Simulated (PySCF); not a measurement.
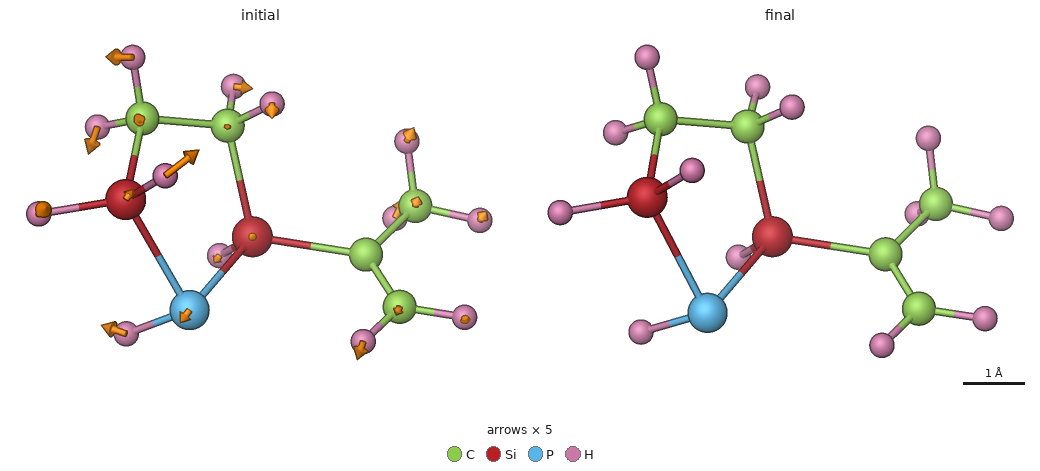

The structure of C5H13PSi2 before (left) and after (right) a relaxation, at one scale. The orange arrows give the displacements, 5 times their true length.

A ball-and-stick model, seen at a tilt.

The start comes from GFN2-xTB.

Computed with PBE0-D3(BJ)/def2-SVP geometry optimisation, gas phase in PySCF. 

> What changed between the two?

The largest move after the best rigid fit is that of an H atom, 0.15 Å. By element the largest moves are H 0.15 Å, P 0.06 Å, C 0.05 Å, Si 0.04 Å. Near-neighbour distances that change, for instance: H–P 1.380 → 1.431 Å, P–Si 2.239 → 2.273 Å, P–Si 2.251 → 2.283 Å, H–Si 1.464 → 1.495 Å. Among the angles between lasting bonds that change: Si–P–Si 91.7° → 88.9°, C–Si–H 111.0° → 113.6°, C–C–Si 110.6° → 108.4°. The energy falls by 13.2 kJ/mol in 7 geometry steps. Largest force component: 1.1 eV/Å at the start, 0.02 eV/Å at the end.
